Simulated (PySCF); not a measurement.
# [Cs2]−: other spin states and a change of charge

How does [Cs2]− respond at fixed geometry? The runs cover other spin states and a change of charge. The species was built from a template and needn't be a known compound.

Computed with PySCF 2.14.0. Level: PBE, Cs def2-SVP with ECP46; scalar-relativistic core potentials, no spin–orbit coupling.

3 further runs of the same task are left out: 2 for a known fault of the program, 1 that didn't finish.

## Step 1: The starting structure

2 atoms, charge -1, spin multiplicity 2.

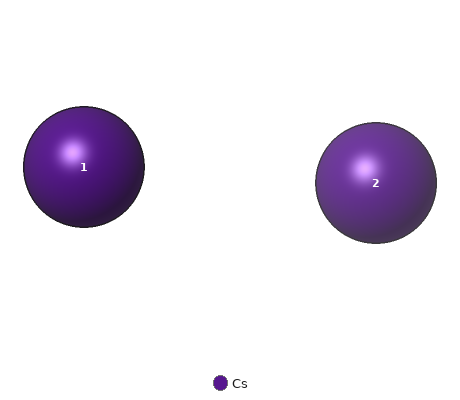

The structure; caesium purple; atoms are numbered from 1 in the order of the file.

Coordinates:

```xyz
2
charge -1, multiplicity 2
Cs    0.0000    0.0000    2.6495
Cs    0.0000    0.0000   -2.6495
```

An earlier session relaxed this geometry at PBE, Cs def2-SVP with ECP46 (doublet, point group D∞h).

Its energy there is -40.330988 Eh.

## Step 2: Multiplicity 4 at the relaxed geometry

run.py (the lines that set the calculation) reads:

```python
mol = gto.M(atom='''
Cs     0.00000     0.00000     2.64953
Cs     0.00000     0.00000    -2.64953''',
    basis={'Cs': 'def2-SVP'},
    ecp={'Cs': 'def2-SVP'},
    charge=-1, spin=3)
mf = dft.UKS(mol, xc='PBE')
mf.grids.atom_grid = (50, 194)
mf = mf.density_fit()  # fitting sets: Cs def2-universal-JKFIT
mf.conv_tol = 1e-08; mf.max_cycle = 55
mf.kernel(dm0)  # dm0: free metal ions and neutral atoms
```

The run is started by

```sh
> OMP_NUM_THREADS=2 python run.py
```

Standard output:

```text
init E= -40.6309434777338
cycle= 1 E= -40.255397915326  delta_E= 0.376  |g|= 0.184  |ddm|=  2.5
cycle= 2 E= -40.2765289977541  delta_E= -0.0211  |g|= 0.124  |ddm|=  2.8
cycle= 3 E= -40.2988698135872  delta_E= -0.0223  |g|= 0.0324  |ddm|= 0.951
cycle= 4 E= -40.3003236225436  delta_E= -0.00145  |g|= 0.0022  |ddm|= 0.131
cycle= 5 E= -40.3003445908789  delta_E= -2.1e-05  |g|= 0.000574  |ddm|= 0.0452
cycle= 6 E= -40.3003460332128  delta_E= -1.44e-06  |g|= 0.000149  |ddm|= 0.00786
cycle= 7 E= -40.300346141021  delta_E= -1.08e-07  |g|= 2.3e-05  |ddm|= 0.00243
cycle= 8 E= -40.3003461439401  delta_E= -2.92e-09  |g|= 3.32e-06  |ddm|= 0.00038
Extra cycle  E= -40.3003461440342  delta_E= -9.41e-11  |g|= 3.22e-06  |ddm|= 8.51e-05
converged SCF energy = -40.3003461440342  <S^2> = 3.7501017  2S+1 = 4.0000509
```

Wall time 0.7 s (2 threads of Intel Xeon Platinum 8488C (Sapphire Rapids), shared host).

It gives: E = -40.300346 Eh (+0.834 eV from the relaxed state), HOMO 0.83 eV, LUMO 0.29 eV (over both spins), ⟨S²⟩ = 3.750, Mulliken charge on Cs1 -0.50 e. The highest filled level lies above zero; it isn't the detachment energy. An empty level of one spin lies below a filled level of the other.

## Step 3: Multiplicity 6 at the relaxed geometry

Edit run.py (the lines that set the calculation) of step 2 so:

```diff
@@ -5,3 +5,3 @@
     ecp={'Cs': 'def2-SVP'},
-    charge=-1, spin=3)
+    charge=-1, spin=5)
 mf = dft.UKS(mol, xc='PBE')
```

The run is started by

```sh
> OMP_NUM_THREADS=2 python run.py
```

Standard output:

```text
init E= -40.5584028801668
cycle= 1 E= -39.7289503270026  delta_E= 0.829  |g|= 0.26  |ddm|=  2.4
cycle= 2 E= -39.7369168148118  delta_E= -0.00797  |g|= 0.204  |ddm|= 3.86
cycle= 3 E= -39.8126661241319  delta_E= -0.0757  |g|= 0.0947  |ddm|= 2.47
cycle= 4 E= -39.8255382737989  delta_E= -0.0129  |g|= 0.0358  |ddm|=  1.3
cycle= 5 E= -39.8237469818459  delta_E= 0.00179  |g|= 0.0482  |ddm|= 1.76
cycle= 6 E= -39.7445886888343  delta_E= 0.0792  |g|= 0.148  |ddm|= 0.944
cycle= 7 E= -39.7513995495532  delta_E= -0.00681  |g|= 0.141  |ddm|= 1.25
cycle= 8 E= -39.7910114556534  delta_E= -0.0396  |g|= 0.124  |ddm|= 1.12
cycle= 9 E= -39.7694771001303  delta_E= 0.0215  |g|= 0.138  |ddm|= 0.185
cycle= 10 E= -39.7531173978848  delta_E= 0.0164  |g|= 0.141  |ddm|= 1.17
cycle= 11 E= -39.7601278262402  delta_E= -0.00701  |g|= 0.142  |ddm|= 1.25
cycle= 12 E= -39.7609432297095  delta_E= -0.000815  |g|= 0.142  |ddm|= 0.01
cycle= 13 E= -39.761203328232  delta_E= -0.00026  |g|= 0.142  |ddm|= 0.00789
cycle= 14 E= -39.7582789848217  delta_E= 0.00292  |g|= 0.143  |ddm|= 0.0924
cycle= 15 E= -39.7527006791892  delta_E= 0.00558  |g|= 0.147  |ddm|= 0.208
cycle= 16 E= -39.7588612884971  delta_E= -0.00616  |g|= 0.144  |ddm|= 0.113
cycle= 17 E= -39.8274169484129  delta_E= -0.0686  |g|= 0.0439  |ddm|= 0.652
cycle= 18 E= -39.7484297039526  delta_E= 0.079  |g|= 0.142  |ddm|= 1.26
cycle= 19 E= -39.7491544968259  delta_E= -0.000725  |g|= 0.141  |ddm|= 0.0162
cycle= 20 E= -39.7521032028593  delta_E= -0.00295  |g|= 0.14  |ddm|=  0.1
cycle= 21 E= -39.747593389878  delta_E= 0.00451  |g|= 0.143  |ddm|= 0.101
...
macro= 0  E= -39.8173473812027  delta_E= -0.0371254  |g|= 0.13086  3 KF 19 JK
macro= 1  E= -39.8273556372292  delta_E= -0.0100083  |g|= 0.0485226  3 KF 21 JK
macro= 2  E= -39.8290478803668  delta_E= -0.00169224  |g|= 0.0061973  4 KF 18 JK
macro= 3  E= -39.828448464065  delta_E= 0.000599416  |g|= 0.00223124  3 KF 17 JK
macro= 4  E= -39.8293862805096  delta_E= -0.000937816  |g|= 0.00237528  5 KF 26 JK
macro= 5  E= -39.829507072393  delta_E= -0.000120792  |g|= 0.00210463  1 KF 6 JK
macro= 6  E= -39.8292399322544  delta_E= 0.00026714  |g|= 0.00724662  3 KF 15 JK
macro= 7  E= -39.8300376089293  delta_E= -0.000797677  |g|= 0.00256625  5 KF 22 JK
macro= 8  E= -39.830065702722  delta_E= -2.80938e-05  |g|= 0.000903238  1 KF 5 JK
macro= 9  E= -39.8275883491222  delta_E= 0.00247735  |g|= 0.00447211  3 KF 14 JK
macro= 10  E= -39.8303505182235  delta_E= -0.00276217  |g|= 0.00373381  4 KF 27 JK
macro= 11  E= -39.8304129864684  delta_E= -6.24682e-05  |g|= 0.00311144  3 KF 13 JK
macro= 12  E= -39.8303900285778  delta_E= 2.29579e-05  |g|= 0.00235931  5 KF 28 JK
macro= 13  E= -39.8304297604163  delta_E= -3.97318e-05  |g|= 0.00198086  3 KF 15 JK
macro= 14  E= -39.8303361204477  delta_E= 9.364e-05  |g|= 0.00366555  3 KF 15 JK
macro= 15  E= -39.830157611665  delta_E= 0.000178509  |g|= 0.000748327  5 KF 28 JK
macro= 16  E= -39.8304182093917  delta_E= -0.000260598  |g|= 0.00101078  4 KF 19 JK
macro= 17  E= -39.8304371595796  delta_E= -1.89502e-05  |g|= 0.000836807  2 KF 9 JK
macro= 18  E= -39.8303552345358  delta_E= 8.1925e-05  |g|= 0.00139905  3 KF 16 JK
macro= 19  E= -39.8304306527309  delta_E= -7.54182e-05  |g|= 0.000687226  2 KF 10 JK
macro X = 20  E=-39.8304306527309  |g|= 0.000687226  total 66 KF 364 JK
SCF not converged.
```

Run time: 28 s. Hardware: 2 threads of Intel Xeon Platinum 8488C (Sapphire Rapids), shared host.

The SCF didn't converge.

## Step 4: One electron removed, multiplicity 1

run.py (the lines that set the calculation) reads:

```python
mol = gto.M(atom='''
Cs     0.00000     0.00000     2.64953
Cs     0.00000     0.00000    -2.64953''',
    basis={'Cs': 'def2-SVP'},
    ecp={'Cs': 'def2-SVP'},
    charge=0, spin=0)
mf = dft.RKS(mol, xc='PBE')
mf.grids.atom_grid = (50, 194)
mf = mf.density_fit()  # fitting sets: Cs def2-universal-JKFIT
mf.conv_tol = 1e-08; mf.max_cycle = 55
mf.kernel(dm0)  # dm0: the density of the relaxed state
```

The run is started by

```sh
> OMP_NUM_THREADS=2 python run.py
```

Standard output:

```text
init E= -40.3268918682444
  HOMO = 0.00442607892686409  LUMO = 0.022439736162574  gap/eV = 0.49018
cycle= 1 E= -40.3058234137348  delta_E= 0.0211  |g|= 0.0356  |ddm|= 0.978
  HOMO = -0.094865718846728  LUMO = -0.0697018644771036  gap/eV = 0.68474
cycle= 2 E= -40.3096351390801  delta_E= -0.00381  |g|= 0.0281  |ddm|= 1.09
  HOMO = -0.0849506056006626  LUMO = -0.0622252188750301  gap/eV = 0.61839
cycle= 3 E= -40.3102313047746  delta_E= -0.000596  |g|= 0.00874  |ddm|= 0.147
  HOMO = -0.0836671702553679  LUMO = -0.0602270736224949  gap/eV = 0.63784
cycle= 4 E= -40.3102683957113  delta_E= -3.71e-05  |g|= 0.00365  |ddm|= 0.041
  HOMO = -0.0825868927201946  LUMO = -0.0594241182732126  gap/eV = 0.63029
cycle= 5 E= -40.3102782777548  delta_E= -9.88e-06  |g|= 0.000304  |ddm|= 0.0143
  HOMO = -0.0826330271819823  LUMO = -0.059446517838553  gap/eV = 0.63094
cycle= 6 E= -40.310277534288  delta_E= 7.43e-07  |g|= 0.000613  |ddm|= 0.00938
  HOMO = -0.0826352342457251  LUMO = -0.0594476586427758  gap/eV = 0.63097
cycle= 7 E= -40.3102784155075  delta_E= -8.81e-07  |g|= 2.01e-05  |ddm|= 0.0072
  HOMO = -0.0826317006193539  LUMO = -0.0594452817291892  gap/eV = 0.63093
cycle= 8 E= -40.3102784159995  delta_E= -4.92e-10  |g|= 3.66e-07  |ddm|= 0.000136
  HOMO = -0.0826318674649127  LUMO = -0.0594453880194302  gap/eV = 0.63094
Extra cycle  E= -40.3102784159999  delta_E= -4.12e-13  |g|= 1.42e-07  |ddm|= 4.47e-06
converged SCF energy = -40.3102784159999
```

Run time: 0.5 s. Hardware: 2 threads of Intel Xeon Platinum 8488C (Sapphire Rapids), shared host.

Result: E = -40.310278 Eh (+0.564 eV from the relaxed state), HOMO -2.25 eV, LUMO -1.62 eV, Mulliken charge on Cs1 +0.00 e. The gap is small, and the closed shell wasn't tested for a lower spin-broken solution.

## Step 5: One electron removed, multiplicity 3

Edit run.py (the lines that set the calculation) of step 4 so:

```diff
@@ -5,4 +5,4 @@
     ecp={'Cs': 'def2-SVP'},
-    charge=0, spin=0)
-mf = dft.RKS(mol, xc='PBE')
+    charge=0, spin=2)
+mf = dft.UKS(mol, xc='PBE')
 mf.grids.atom_grid = (50, 194)
```

The run is started by

```sh
> OMP_NUM_THREADS=2 python run.py
```

Standard output:

```text
init E= -40.3309883763784
cycle= 1 E= -40.2791459094128  delta_E= 0.0518  |g|= 0.0496  |ddm|= 0.635
cycle= 2 E= -40.2894019515481  delta_E= -0.0103  |g|= 0.0574  |ddm|=  1.7
cycle= 3 E= -40.2936821839357  delta_E= -0.00428  |g|= 0.00994  |ddm|= 0.24
cycle= 4 E= -40.2938268657475  delta_E= -0.000145  |g|= 0.00223  |ddm|= 0.0986
cycle= 5 E= -40.2938337201735  delta_E= -6.85e-06  |g|= 0.000302  |ddm|= 0.0201
cycle= 6 E= -40.2938340054993  delta_E= -2.85e-07  |g|= 5.37e-05  |ddm|= 0.00694
cycle= 7 E= -40.2938340398137  delta_E= -3.43e-08  |g|= 9.62e-06  |ddm|= 0.00233
cycle= 8 E= -40.2938340409518  delta_E= -1.14e-09  |g|= 7.75e-07  |ddm|= 0.000376
Extra cycle  E= -40.2938340409568  delta_E= -5.04e-12  |g|= 3.01e-07  |ddm|= 1.36e-05
converged SCF energy = -40.2938340409568  <S^2> = 2.0002172  2S+1 = 3.0001448
```

Run time: 0.6 s. Hardware: 2 threads of Intel Xeon Platinum 8488C (Sapphire Rapids), shared host.

Result: E = -40.293834 Eh (+1.011 eV from the relaxed state), HOMO -1.98 eV, LUMO -2.13 eV (over both spins), ⟨S²⟩ = 2.000, Mulliken charge on Cs1 -0.00 e. An empty level of one spin lies below a filled level of the other.

## Step 6: Results

| state | energy from the relaxed state (eV) | ⟨S²⟩ | time |
| --- | --- | --- | --- |
| charge -1, doublet, vacuum (relaxed) | 0 | 0.79 |  |
| charge 0, singlet, vacuum | 0.56 | 0.00 | 0.5 s |
| charge -1, quartet, vacuum | 0.83 | 3.75 | 0.7 s |
| charge 0, triplet, vacuum | 1.01 | 2.00 | 0.6 s |

An electron taken off or put on is at rest in vacuum. 

Removing an electron vertically costs 0.56 eV (singlet), against −HOMO = -0.47 eV. The quartet lies 0.83 eV above at this geometry. These are double-zeta-type bases without diffuse functions. Spin–orbit coupling is left out for this open shell, where it can reorder the states. Open shells may have lower solutions than the one found.
